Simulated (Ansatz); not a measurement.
# Geometry relaxation, with input and output: CH₉BN₂ (part 2 of 2)

CH₉BN₂; RKS B3LYP/6-31G* (Ansatz 0.2.0). It belongs to a series of runs on one base structure; here: end point B relaxed.

Geometry of the input (Å):
```
B  -0.1095  0.6891  -0.3848
H  -0.1149  -0.3730  1.7745
C  1.3002  0.0585  -0.7476
H  1.2805  -1.0388  -0.7681
H  1.6244  0.3930  -1.7432
H  2.0828  0.3592  -0.0398
N  -1.3125  0.0592  -0.7840
H  -1.3270  -0.8509  -1.2192
H  -2.2356  0.4083  -0.5642
N  -0.1625  1.9864  0.3458
H  -1.0057  2.5439  0.3808
H  0.6723  2.5484  0.4358
H  -0.0775  0.3247  1.8907
```

### Trajectory as extended XYZ, continued
```
13
Properties=species:S:1:pos:R:3:forces:R:3 step=8 energy=-4841.99100 accepted=F
B    -0.1222    0.7582   -0.5722   -0.0734  -0.1231   0.0721
H    -0.0363   -0.4307    2.9735   -0.0138   0.0892  -0.0902
C     1.2888    0.0935   -0.8914   -0.0093   0.1012  -0.3459
H     1.2618   -1.0020   -0.8805   -0.0463  -0.0369   0.0656
H     1.6103    0.3782   -1.9029    0.0439  -0.0093  -0.0550
H     2.0876    0.4124   -0.2174    0.0326   0.0278   0.1395
N    -1.3209    0.1356   -1.0270    0.0454   0.3693   0.2766
H    -1.2677   -0.7320   -1.5446   -0.4397   0.1355   0.1512
H    -2.2450    0.5046   -0.7852    0.4374  -0.5219  -0.4066
N    -0.1770    1.9725    0.1657    0.0450   0.5344   0.3393
H    -1.0300    2.4649    0.4236    0.2303  -0.1934  -0.1888
H     0.6560    2.4956    0.4252   -0.2664  -0.2974  -0.0619
H    -0.0903    0.0573    2.4097    0.0142  -0.0754   0.1039
13
Properties=species:S:1:pos:R:3:forces:R:3 step=9 energy=-4842.02997
B    -0.1163    0.7630   -0.5600   -0.0007   0.0194  -0.0041
H    -0.0578   -0.4865    2.9276    0.0005   0.0210   0.0034
C     1.2955    0.1105   -0.9037    0.0006  -0.0025   0.0210
H     1.2640   -0.9859   -0.8739    0.0036  -0.0038  -0.0051
H     1.6223    0.3895   -1.9150   -0.0043   0.0038  -0.0017
H     2.0848    0.4312   -0.2123    0.0023  -0.0050  -0.0135
N    -1.3142    0.1369   -1.0018    0.0091  -0.0081  -0.0046
H    -1.3142   -0.7588   -1.4648    0.0028   0.0080  -0.0090
H    -2.2421    0.4878   -0.8132   -0.0151   0.0016   0.0017
N    -0.1697    1.9808    0.1790    0.0080  -0.0319  -0.0231
H    -1.0169    2.5014    0.3560   -0.0126   0.0002   0.0141
H     0.6652    2.4820    0.4398    0.0083   0.0071   0.0104
H    -0.0854    0.0561    2.4188   -0.0025  -0.0098   0.0107
13
Properties=species:S:1:pos:R:3:forces:R:3 step=10 energy=-4842.03275
B    -0.1149    0.7555   -0.5673   -0.0062   0.0060  -0.0069
H    -0.0597   -0.4212    2.9999   -0.0065   0.0800  -0.0765
C     1.2968    0.1085   -0.9221    0.0005   0.0028  -0.0037
H     1.2684   -0.9882   -0.8979    0.0008  -0.0012  -0.0019
H     1.6146    0.3929   -1.9350   -0.0029   0.0003   0.0025
H     2.0915    0.4278   -0.2366    0.0020  -0.0018  -0.0045
N    -1.3123    0.1373   -1.0227    0.0169  -0.0038   0.0025
H    -1.3094   -0.7462   -1.5092   -0.0102   0.0214   0.0029
H    -2.2405    0.4853   -0.8289   -0.0024  -0.0122  -0.0102
N    -0.1692    1.9595    0.1931    0.0048   0.0029   0.0035
H    -1.0180    2.4713    0.3908    0.0082  -0.0150   0.0006
H     0.6649    2.4533    0.4723   -0.0102  -0.0124   0.0026
H    -0.0970    0.0722    2.4401    0.0052  -0.0670   0.0890
13
Properties=species:S:1:pos:R:3:forces:R:3 step=11 energy=-4842.03655
B    -0.1124    0.7386   -0.5857   -0.0167   0.0035   0.0308
H    -0.0658   -0.3253    3.1106   -0.0151   0.1244  -0.1239
C     1.2995    0.1036   -0.9618   -0.0014   0.0181  -0.0430
H     1.2753   -0.9937   -0.9602   -0.0066   0.0052   0.0036
H     1.6059    0.4091   -1.9725    0.0019  -0.0059   0.0070
H     2.1006    0.4120   -0.2795    0.0000   0.0035   0.0091
N    -1.3089    0.1371   -1.0674    0.0274  -0.0361  -0.0181
H    -1.3018   -0.7221   -1.5988   -0.0231   0.0872   0.0506
H    -2.2381    0.4778   -0.8630    0.0185  -0.0272  -0.0262
N    -0.1688    1.9132    0.2208   -0.0115   0.0687   0.0561
H    -1.0203    2.4077    0.4568    0.0676  -0.0637  -0.0408
H     0.6632    2.3915    0.5365   -0.0565  -0.0647  -0.0332
H    -0.1134    0.1585    2.5408    0.0155  -0.1129   0.1278
13
Properties=species:S:1:pos:R:3:forces:R:3 step=12 energy=-4842.03849
B    -0.1114    0.7133   -0.5954   -0.0289   0.0602   0.0045
H    -0.0860   -0.1791    3.2371   -0.0081   0.2131  -0.3156
C     1.3019    0.0993   -1.0028   -0.0034   0.0075  -0.0287
H     1.2832   -0.9983   -1.0333   -0.0039   0.0248   0.0040
H     1.5983    0.4359   -2.0073   -0.0106  -0.0095   0.0325
H     2.1069    0.3918   -0.3178   -0.0015  -0.0011   0.0016
N    -1.3062    0.1378   -1.1142    0.0459  -0.1071  -0.0543
H    -1.2981   -0.6914   -1.6960   -0.0133   0.1811   0.1279
H    -2.2362    0.4706   -0.9006    0.0195  -0.0261  -0.0249
N    -0.1705    1.8507    0.2665   -0.0029   0.0348   0.0491
H    -1.0224    2.3343    0.5248    0.0768  -0.0837  -0.0544
H     0.6599    2.3123    0.6126   -0.0765  -0.0914  -0.0607
H    -0.1042    0.2308    2.6030    0.0067  -0.2027   0.3190
13
Properties=species:S:1:pos:R:3:forces:R:3 step=13 energy=-4842.04212
B    -0.1098    0.7084   -0.6038   -0.0243   0.0126   0.0841
H    -0.0893   -0.1264    3.2540   -0.0057   0.0859  -0.1273
C     1.3038    0.0993   -1.0153   -0.0051   0.0182  -0.0464
H     1.2841   -0.9975   -1.0606   -0.0052   0.0178   0.0010
H     1.6027    0.4497   -2.0137    0.0039  -0.0115   0.0154
H     2.1071    0.3815   -0.3238   -0.0067   0.0024   0.0003
N    -1.3054    0.1385   -1.1244    0.0288  -0.0683  -0.0578
H    -1.2985   -0.6795   -1.7191   -0.0106   0.1186   0.0842
H    -2.2354    0.4642   -0.9005    0.0188  -0.0150  -0.0220
N    -0.1695    1.8252    0.2834   -0.0091   0.0401   0.0247
H    -1.0216    2.3019    0.5510    0.0609  -0.0606  -0.0460
H     0.6609    2.2805    0.6352   -0.0508  -0.0614  -0.0436
H    -0.1139    0.2622    2.6143    0.0051  -0.0788   0.1334
13
Properties=species:S:1:pos:R:3:forces:R:3 step=14 energy=-4842.04399
B    -0.1082    0.6753   -0.6001   -0.0054   0.1336  -0.0712
H    -0.0984   -0.0186    3.3318    0.0055  -0.0815   0.1701
C     1.3067    0.0982   -1.0505   -0.0052  -0.0488   0.0290
H     1.2952   -0.9966   -1.1381    0.0124   0.0220  -0.0037
H     1.5965    0.4897   -2.0365   -0.0241  -0.0030   0.0301
H     2.1118    0.3597   -0.3526    0.0015  -0.0074  -0.0083
N    -1.3025    0.1377   -1.1548    0.0068  -0.0547  -0.0044
H    -1.2971   -0.6517   -1.7839   -0.0005   0.0437   0.0306
H    -2.2322    0.4639   -0.9316    0.0092  -0.0108   0.0019
N    -0.1691    1.7615    0.3234   -0.0109  -0.0246   0.0135
H    -1.0202    2.2369    0.5920    0.0239  -0.0330  -0.0115
H     0.6614    2.2036    0.6874   -0.0075  -0.0161  -0.0148
H    -0.1287    0.3483    2.6901   -0.0055   0.0806  -0.1613
13
Properties=species:S:1:pos:R:3:forces:R:3 step=15 energy=-4842.04636
B    -0.1067    0.6750   -0.6199   -0.0089   0.0304   0.0291
H    -0.1082    0.0399    3.4129    0.0006  -0.0134   0.0507
C     1.3077    0.0984   -1.0727    0.0018  -0.0103  -0.0061
H     1.2942   -0.9951   -1.1755   -0.0010   0.0284   0.0002
H     1.6004    0.5028   -2.0524   -0.0050  -0.0075   0.0211
H     2.1117    0.3483   -0.3692   -0.0027  -0.0035  -0.0110
N    -1.3005    0.1407   -1.1784    0.0006  -0.0185  -0.0149
H    -1.2943   -0.6348   -1.8238    0.0049   0.0263   0.0177
H    -2.2309    0.4565   -0.9443    0.0042  -0.0008  -0.0006
N    -0.1687    1.7351    0.3332   -0.0031  -0.0372  -0.0278
H    -1.0206    2.1996    0.6154    0.0031  -0.0078  -0.0065
H     0.6614    2.1711    0.7039    0.0066  -0.0003  -0.0036
H    -0.1306    0.3704    2.7475   -0.0009   0.0142  -0.0486
13
Properties=species:S:1:pos:R:3:forces:R:3 step=16 energy=-4842.04536 accepted=F
B    -0.1046    0.6627   -0.6358   -0.0056   0.0029   0.0716
H    -0.1237    0.1578    3.5318   -0.0067   0.1060  -0.3399
C     1.3096    0.0991   -1.1052    0.0108   0.0024  -0.0195
H     1.2965   -0.9912   -1.2394   -0.0064   0.0351   0.0040
H     1.6006    0.5311   -2.0736    0.0021  -0.0099   0.0201
H     2.1146    0.3291   -0.3960   -0.0084  -0.0024  -0.0142
N    -1.2975    0.1433   -1.2100   -0.0088  -0.0080  -0.0194
H    -1.2903   -0.6073   -1.8842    0.0091   0.0256   0.0229
H    -2.2285    0.4489   -0.9649    0.0036   0.0032  -0.0022
N    -0.1673    1.6877    0.3559    0.0009  -0.0764  -0.0738
H    -1.0196    2.1421    0.6512   -0.0099   0.0117   0.0032
H     0.6632    2.1162    0.7337    0.0133   0.0110   0.0097
H    -0.1379    0.3886    2.8132    0.0061  -0.1012   0.3375
13
Properties=species:S:1:pos:R:3:forces:R:3 step=17 energy=-4842.04704
B    -0.1058    0.6670   -0.6246   -0.0009   0.0177   0.0221
H    -0.1163    0.1023    3.4651   -0.0028   0.0366  -0.0858
C     1.3086    0.0989   -1.0873    0.0017  -0.0054  -0.0063
H     1.2955   -0.9924   -1.2073   -0.0006   0.0130  -0.0001
H     1.5994    0.5183   -2.0608   -0.0014  -0.0028   0.0086
H     2.1138    0.3381   -0.3818   -0.0033  -0.0013  -0.0049
N    -1.2991    0.1414   -1.1919   -0.0034  -0.0056  -0.0050
H    -1.2921   -0.6206   -1.8525    0.0044   0.0088   0.0063
H    -2.2297    0.4529   -0.9530    0.0019   0.0006  -0.0007
N    -0.1678    1.7098    0.3466    0.0014  -0.0302  -0.0237
H    -1.0197    2.1707    0.6338   -0.0021   0.0012   0.0001
H     0.6628    2.1431    0.7195    0.0028   0.0015   0.0014
H    -0.1346    0.3784    2.7708    0.0023  -0.0340   0.0879
13
Properties=species:S:1:pos:R:3:forces:R:3 step=18 energy=-4842.04743
B    -0.1046    0.6589   -0.6315   -0.0021   0.0061   0.0260
H    -0.1266    0.1537    3.5146   -0.0002   0.0231  -0.0580
C     1.3097    0.0990   -1.1045    0.0056  -0.0049  -0.0075
H     1.2973   -0.9904   -1.2427   -0.0021   0.0206   0.0014
H     1.5997    0.5348   -2.0712   -0.0011  -0.0051   0.0133
H     2.1151    0.3271   -0.3954   -0.0038  -0.0023  -0.0086
N    -1.2976    0.1422   -1.2075   -0.0064  -0.0089  -0.0113
H    -1.2904   -0.6077   -1.8820    0.0064   0.0144   0.0116
H    -2.2284    0.4493   -0.9637    0.0010   0.0016   0.0008
N    -0.1669    1.6834    0.3591    0.0053  -0.0357  -0.0335
H    -1.0191    2.1398    0.6523   -0.0020   0.0064   0.0039
H     0.6639    2.1118    0.7369    0.0001   0.0063   0.0038
H    -0.1371    0.4060    2.8122   -0.0008  -0.0217   0.0581
13
Properties=species:S:1:pos:R:3:forces:R:3 step=19 energy=-4842.04765
B    -0.1029    0.6501   -0.6347    0.0007   0.0075   0.0051
H    -0.1312    0.1985    3.5516   -0.0025   0.0076  -0.0179
C     1.3112    0.0994   -1.1189    0.0047  -0.0078  -0.0042
H     1.2995   -0.9875   -1.2745   -0.0006   0.0166   0.0012
H     1.5990    0.5508   -2.0791   -0.0025  -0.0039   0.0123
H     2.1177    0.3169   -0.4078   -0.0035  -0.0023  -0.0066
N    -1.2962    0.1421   -1.2180   -0.0077  -0.0052  -0.0027
H    -1.2889   -0.5965   -1.9045    0.0053   0.0064   0.0064
H    -2.2269    0.4457   -0.9696    0.0022   0.0006   0.0008
N    -0.1648    1.6601    0.3701    0.0021  -0.0215  -0.0187
H    -1.0168    2.1137    0.6684    0.0035   0.0049   0.0029
H     0.6665    2.0859    0.7503   -0.0044   0.0042   0.0041
H    -0.1510    0.4289    2.8432    0.0027  -0.0072   0.0175
13
Properties=species:S:1:pos:R:3:forces:R:3 step=20 energy=-4842.04771
B    -0.1023    0.6459   -0.6364    0.0022  -0.0014  -0.0011
H    -0.1418    0.2265    3.5691    0.0008   0.0013  -0.0061
C     1.3117    0.0998   -1.1258    0.0007  -0.0038  -0.0031
H     1.2996   -0.9852   -1.2923   -0.0001   0.0055  -0.0001
H     1.5994    0.5606   -2.0812   -0.0007  -0.0005   0.0046
H     2.1185    0.3098   -0.4131   -0.0020  -0.0007  -0.0013
N    -1.2957    0.1418   -1.2227   -0.0050   0.0003   0.0015
H    -1.2880   -0.5910   -1.9152    0.0028  -0.0002   0.0002
H    -2.2264    0.4430   -0.9716    0.0017   0.0000   0.0002
N    -0.1640    1.6476    0.3762    0.0012  -0.0041  -0.0056
H    -1.0158    2.1004    0.6767    0.0039   0.0017   0.0025
H     0.6672    2.0718    0.7584   -0.0039   0.0029   0.0020
H    -0.1472    0.4371    2.8545   -0.0016  -0.0010   0.0062
```

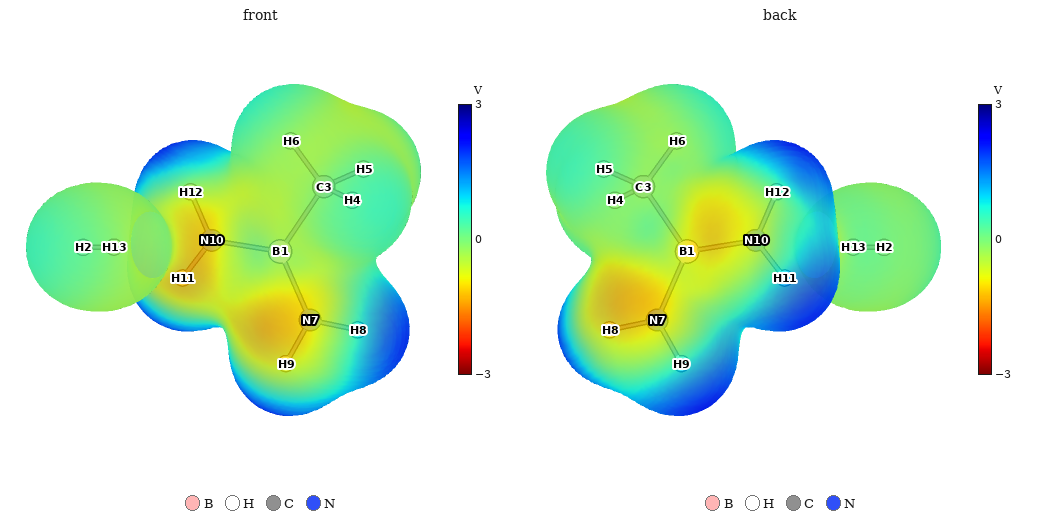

**Figure 1.** The electrostatic potential painted on the density surface at 0.004 e/bohr³, seen at a tilt and from behind; red is negative and blue positive.

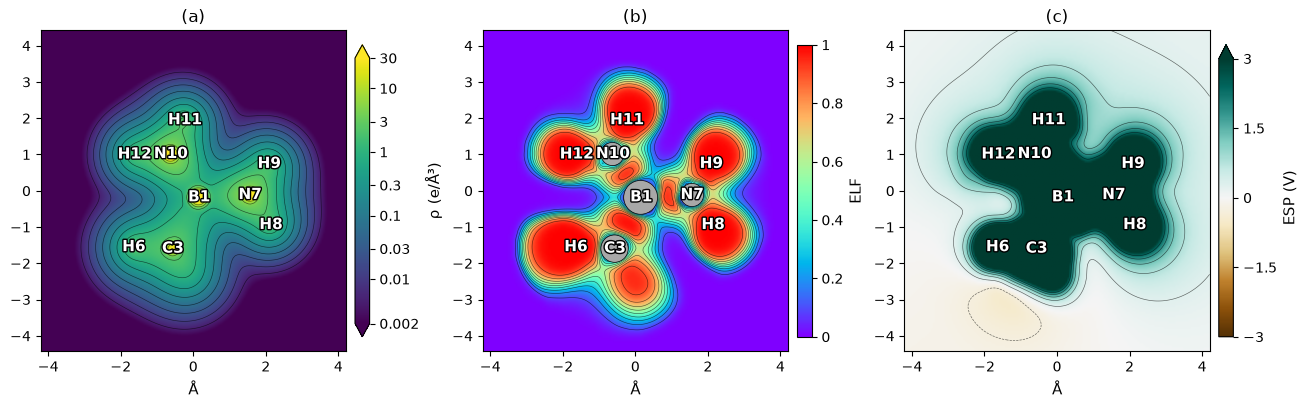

**Figure 2.** (a) total electron density; (b) ELF; (c) electrostatic potential on the plane of atoms B1, N10 and H11. Grey discs, where drawn, cover atomic cores. B–N (1.42 Å): ρ is about 1.8 e/Å³ halfway; the ELF peaks at about 0.95 between the atoms (a polar covalent bond).

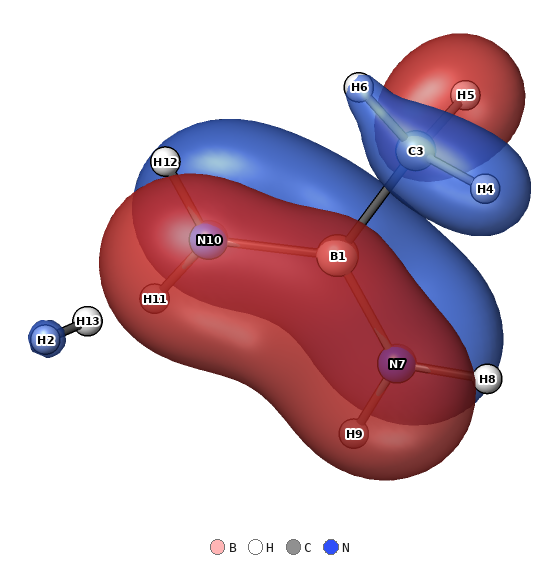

**Figure 3.** One frontier orbital at ±0.08 Å⁻³ᐟ² (blue and red are the two phases), seen at a tilt. The HOMO−1, at −7.73 eV. By Hirshfeld shares it lies mainly on N10 (35 %), N7 (30 %) and B1 (20 %).
